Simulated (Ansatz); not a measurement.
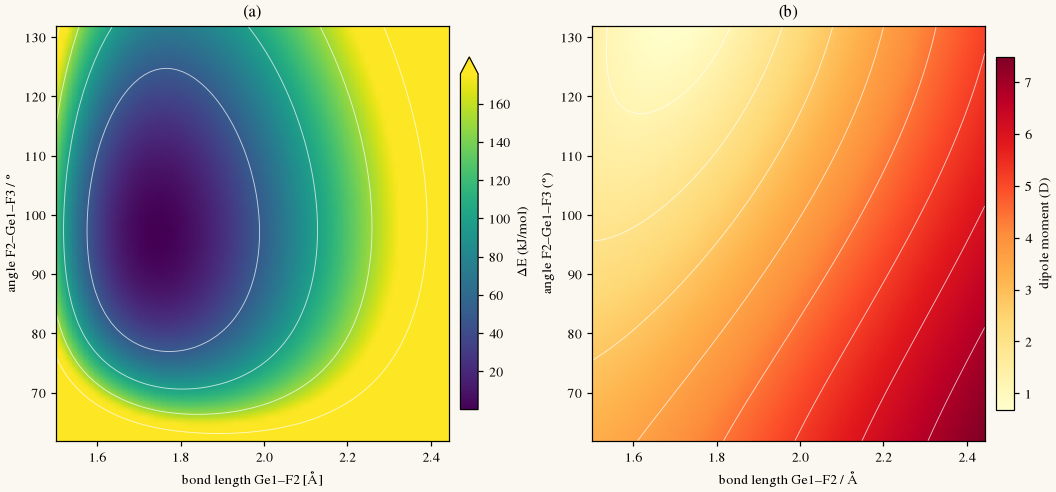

GeF2. The first coordinate is: bond length Ge1–F2; the second: angle F2–Ge1–F3. Nothing is relaxed (all other coordinates rigid). The scan uses a 9 × 9 grid. Energies are in kJ/mol, from the relaxed molecule at the same level. These are results of RKS wB97X-V/def2-TZVP in Ansatz, not measurements.

Panel (a) is the energy and panel (b) the computed dipole moment on the same grid.

Drawn: a smooth colour map with a few white contour lines, one colour for all values above the top of the scale. Between grid points the surface is interpolated.

Q: How does the dipole moment vary over the map, and what is it at the lowest grid point?

A: Leaving out the highest fifth of the energies, it runs from 0.7 D at bond length Ge1–F2 = 1.736 Å, angle F2–Ge1–F3 = 131.9° to 6.3 D at bond length Ge1–F2 = 2.325 Å, angle F2–Ge1–F3 = 79.4°. At the lowest grid point, bond length Ge1–F2 = 1.736 Å, angle F2–Ge1–F3 = 96.9°, it is 2.4 D.
